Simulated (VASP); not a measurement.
Band structure of GdN (rock salt). Method: vdW-DF2, VASP's PBE PAW potentials (set 64) (plane waves; VASP).

The 4f electrons are frozen in the core of the lanthanide potential, so 4f levels, which can set the real gap, and their magnetism are missing.

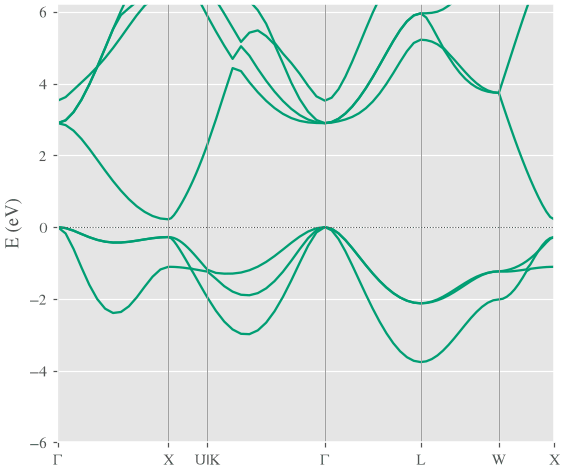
Bands along high-symmetry lines, zero at the valence-band maximum or, without a gap, the Fermi level

Question: Read the plot: is there a gap, and where are the band edges?

Answer: The gap is indirect, 0.22 eV, from the valence maximum at Γ to the conduction minimum at X. (Edges off the drawn lines would not show.)

The compound is GdN in the rock salt structure. It was relaxed first, which changed the volume by +6 %.
